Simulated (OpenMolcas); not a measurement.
**One shape, several levels: triplet Si2H4ClF**

We compute a comparison of 6 runs (UB3LYP/6-31G*, UM06-L/def2-SVP, UPBE/def2-SVP, USVWN5/def2-SVP, UTPSS/def2-SVP, ROCCSD(T)/def2-SVP) of triplet Si2H4ClF. 

The calculation is run with OpenMolcas 26.06.

### Step 1. The molecule

Si2H4ClF: 8 atoms, total charge 0, spin state triplet. SMILES of the parent species: `F[SiH]([SiH3])Cl`. Geometry: relaxed at PBE0-D4/def2-TZVP. That shape belongs to the parent species and isn't relaxed for this state.

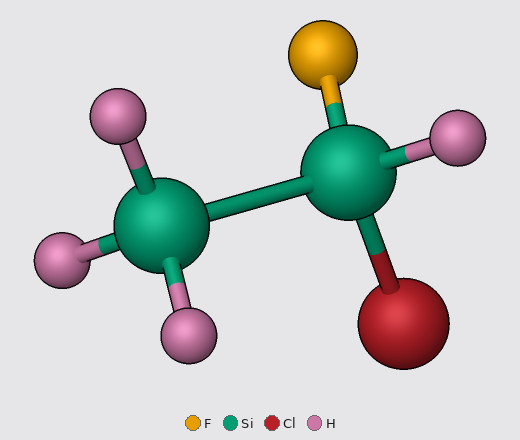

Viewed from a chosen angle; fluorine amber, silicon teal, chlorine red, hydrogen pink.

### Step 2. The energy at UB3LYP/6-31G(d) (spherical functions) (run 1)

Input file calc.input:

```
&GATEWAY
  BasLib=$CurrDir
  Coord
  8
  angstrom
  F       -1.329000       1.796800       0.161200
  Si      -0.382900       0.812800      -0.667700
  Si       0.539000      -0.793000       0.761300
  Cl      -1.534100      -0.130100      -2.075900
  H        0.596600       1.655400      -1.392300
  H        1.355700      -0.131100       1.812300
  H        1.403500      -1.693800      -0.044400
  H       -0.556600      -1.574100       1.389600
  Basis=6-31Gs
  Group=NoSym

&SEWARD
  GridInput
  Grid=UltraFine
  End of Grid

&SCF
  UHF
  Spin=3
  KSDFT=B3LYP
  Thresholds=1e-10 1e-07 1e-07 1e-05
  PrOrbitals=1 2
```

The basis set 6-31G* is read from a file made from the Basis Set Exchange's data (not shown).

The run is started by

```
$ export MOLCAS_MEM=1860
$ pymolcas calc.input > calc.log
```

The program printed:

```text
--- Start Module: gateway ---
[...]
--- Stop Module: gateway /rc=_RC_ALL_IS_WELL_ ---
--- Start Module: seward ---
[...]
      Basis functions           76
--- Stop Module: seward /rc=_RC_ALL_IS_WELL_ ---
[...]
--- Start Module: scf ---
[...]
       Convergence after  27 Iterations
[...]
::    Total KS-DFT energy                           -1141.3002046690
[...]
      Total spin, S                                     1.0009717578
[...]
      Total electronic charge=   58.000000
      Total            charge=   -0.000000
[...]
      Dipole Moment (debye):
      Origin of the operator (angstrom)=   -0.6293    0.2491   -0.5716
                   X=  1.4340E+00               Y= -1.0474E+00               Z=  1.9934E-01           Total=  1.7870E+00
      Quadrupole Moment (debye*angstrom):
[...]
--- Stop Module: scf /rc=_RC_ALL_IS_WELL_ ---
[...]
```

Run time: 59 s. Hardware: 1 thread of Arm Neoverse V1, shared host; peak memory 0.43 GiB.

### Step 3. The energy at UM06-L/def2-SVP (run 2)

Input file struct.xyz:

```xyz
8

F     -1.329000     1.796800     0.161200
Si    -0.382900     0.812800    -0.667700
Si     0.539000    -0.793000     0.761300
Cl    -1.534100    -0.130100    -2.075900
H      0.596600     1.655400    -1.392300
H      1.355700    -0.131100     1.812300
H      1.403500    -1.693800    -0.044400
H     -0.556600    -1.574100     1.389600
```

Input file job.inp:

```
* ClFH4Si2 Kohn-Sham DFT

&GATEWAY
 BASLIB=$CurrDir
 COORD=struct.xyz
 BASIS=def2-SVP
 GROUP=NoSym

&SEWARD
 GRIDINPUT
 Grid=UltraFine
 End of Grid

&SCF
 UHF
 SPIN=3
 KSDFT=M06L
 THRESHOLDS=1e-10 1e-07 1e-07 1e-05
 PRORBITALS=1 2
```

The basis set def2-SVP is read from a file made from the Basis Set Exchange's data (not shown).

The run is started by

```
$ export MOLCAS_MEM=1860
$ pymolcas job.inp > job.log
```

The program printed:

```text
--- Start Module: gateway ---
[...]
--- Stop Module: gateway /rc=_RC_ALL_IS_WELL_ ---
--- Start Module: seward ---
[...]
      Basis functions           88
--- Stop Module: seward /rc=_RC_ALL_IS_WELL_ ---
[...]
--- Start Module: scf ---
[...]
       Convergence after  25 Iterations
[...]
::    Total KS-DFT energy                           -1140.8944404866
[...]
      Total spin, S                                     1.0009684148
[...]
      Total electronic charge=   58.000000
      Total            charge=   -0.000000
[...]
      Dipole Moment (debye):
      Origin of the operator (angstrom)=   -0.6293    0.2491   -0.5716
                   X=  1.2132E+00               Y= -5.8903E-01               Z=  1.2460E-02           Total=  1.3487E+00
      Quadrupole Moment (debye*angstrom):
[...]
--- Stop Module: scf /rc=_RC_ALL_IS_WELL_ ---
[...]
```

Wall time 95 s (1 thread of Arm Neoverse V1, shared host); peak memory 0.48 GiB.

### Step 4. The energy at UPBE/def2-SVP (run 3)

struct.xyz is that of step 3.

Input file calc.input:

```
&GATEWAY
BasLib=$CurrDir
Coord=struct.xyz
Basis=def2-SVP
Group=NoSym
&SEWARD
GridInput
Grid=UltraFine
End of Grid
&SCF
UHF
Spin=3
KSDFT=PBE
Thresholds=1e-10 1e-07 1e-07 1e-05
PrOrbitals=1
```

The basis set def2-SVP is read from a file made from the Basis Set Exchange's data (not shown).

The run is started by

```
$ export MOLCAS_MEM=1860
$ pymolcas calc.input > calc.log
```

The program printed:

```text
--- Start Module: gateway ---
[...]
--- Stop Module: gateway /rc=_RC_ALL_IS_WELL_ ---
--- Start Module: seward ---
[...]
      Basis functions           88
--- Stop Module: seward /rc=_RC_ALL_IS_WELL_ ---
[...]
--- Start Module: scf ---
[...]
       Convergence after  28 Iterations
[...]
::    Total KS-DFT energy                           -1140.3205024910
[...]
      Total spin, S                                     1.0007209705
[...]
      Total electronic charge=   58.000000
      Total            charge=   -0.000000
[...]
      Dipole Moment (debye):
      Origin of the operator (angstrom)=   -0.6293    0.2491   -0.5716
                   X=  9.2402E-01               Y= -5.7372E-01               Z= -2.3371E-01           Total=  1.1125E+00
      Quadrupole Moment (debye*angstrom):
[...]
--- Stop Module: scf /rc=_RC_ALL_IS_WELL_ ---
[...]
```

Wall time 68 s (1 thread of Arm Neoverse V1, shared host); peak memory 0.48 GiB.

Runs 4 to 5 aren't shown in full; the table further down has their settings and results.

### Step 5. A single-point energy at ROCCSD(T)/def2-SVP (run 6)

Input file calc.input:

```
&gateway
  baslib=$CurrDir
  coord
  8
  bohr
  F     -2.51144602     3.39545990     0.30462385
  Si    -0.72357613     1.53596939    -1.26177013
  Si     1.01856238    -1.49855282     1.43864850
  Cl    -2.89902885    -0.24585337    -3.92288246
  H      1.12741061     3.12825263    -2.63106568
  H      2.56190171    -0.24774309     3.42475066
  H      2.65223062    -3.20081811    -0.08390384
  H     -1.05182156    -2.97461789     2.62596342
  basis=def2-SVP
  group=NoSym

&seward

&scf
  uhf
  spin=3
  thresholds=1e-10 1e-07 1e-07 1e-05
  prorbitals=1 2

&rasscf
  fileorb=$Project.UnaOrb
  spin=3
  nactel=2 0 0
  inactive=28
  ras2=2
  outorbitals=Canonical
  orblisting=Nothing

&motra
  jobiph
  frozen=16

&ccsdt
  cct
  triples=3
  iterations=80
  accuracy=1e-08
  extrapolation=5 4
```

The basis set def2-SVP is read from a file made from the Basis Set Exchange's data (not shown).

The run is started by

```
$ export MOLCAS_MEM=1860
$ pymolcas calc.input > calc.log
```

The program printed:

```text
--- Start Module: gateway ---
[...]
--- Stop Module: gateway /rc=_RC_ALL_IS_WELL_ ---
[...]
      Basis functions           88
[...]
       Convergence after  33 Iterations
[...]
::    Total SCF energy                              -1138.5879500976
[...]
      Total spin, S                                     1.0030375505
[...]
      Number of active orbitals                  2
[...]
      Spin quantum number                      1.0
[...]
      Active orbitals                            2
[...]
      Number of CSFs                             1
[...]
      Number of root(s) required                 1
[...]
      Convergence after 17 iterations
[...]
      printout of CI-coefficients larger than  0.05 for root  1
      energy=   -1138.585140
      conf/sym  11     Coeff  Weight
             1  uu   1.00000 1.00000
      Natural orbitals and occupation numbers for root  1
      sym 1:   1.000000   1.000000
      ************************************************************************************************************************
      *                                                    Final results                                                     *
[...]
::    RASSCF root number  1 Total energy:  -1138.58513992
[...]
      Total electronic charge=   58.000000
      Total            charge=   -0.000000
[...]
      Dipole Moment (debye):
      Origin of the operator (angstrom)=   -0.6293    0.2491   -0.5716
                   X=  1.9188E+00               Y= -1.0683E+00               Z=  7.0109E-01           Total=  2.3053E+00
      Quadrupole Moment (debye*angstrom):
[...]
--- Start Module: motra ---
[...]
      *** WARNING: Default frozen orbitals is overwritten by user input.
      *** Default values:  10
[...]
--- Stop Module: motra /rc=_RC_ALL_IS_WELL_ ---
[...]
--- Start Module: ccsdt ---
[...]
      Convergence after                    42  Iterations
      Total energy (diff) :   -1139.14738324      -0.00000001
[...]
 METHOD                       : CCSD+T(CCSD)+<T3(1)WT1>+<T3(1)UT2> = CCSD(T)
[...]
       CCSD     =     -1139.1473832387219
[...]
--- Stop Module: ccsdt /rc=_RC_ALL_IS_WELL_ ---
[...]
```

It took 1.9 min on 1 thread of Arm Neoverse V1, shared host; peak memory 0.48 GiB.

### Step 6. All runs side by side

| run | level | integration grid | frozen core orbitals | energy (Eh) | dipole moment (D) | HOMO energy (eV) | ⟨S²⟩ | wall time |
| --- | --- | --- | --- | --- | --- | --- | --- | --- |
| 1 | UB3LYP/6-31G* (spherical functions) | UltraFine | – | -1141.300205 | 1.79 | -2.28 | 2.003 | 59 s |
| 2 | UM06-L/def2-SVP | UltraFine | – | -1140.894440 | 1.35 | -1.76 | 2.003 | 95 s |
| 3 | UPBE/def2-SVP | UltraFine | – | -1140.320502 | 1.11 | -1.73 | 2.002 | 68 s |
| 4 | USVWN5/def2-SVP | UltraFine | – | -1136.447913 | 1.19 | -1.69 | 2.001 | 38 s |
| 5 | UTPSS/def2-SVP | UltraFine | – | -1140.990395 | 1.13 | -1.82 | 2.003 | 1.8 min |
| 6 | ROCCSD(T)/def2-SVP | – | 16 | -1139.160689 | – | – | – | 1.9 min |

### Step 7. Summary of results

```
             quantity           value
  run 6: total energy  -1139.16069 Eh
run 6: (T) correction      -13.31 mEh
```

In words: Over runs 1, 2, 3, 4, 5 the dipole moment (its size) runs from 1.11 D (UPBE/def2-SVP) to 1.79 D (UB3LYP/6-31G*). The two ends differ in method and basis. Totals of different functionals can't be ranked against each other. All runs together took 8.1 min, the longest 1.9 min.
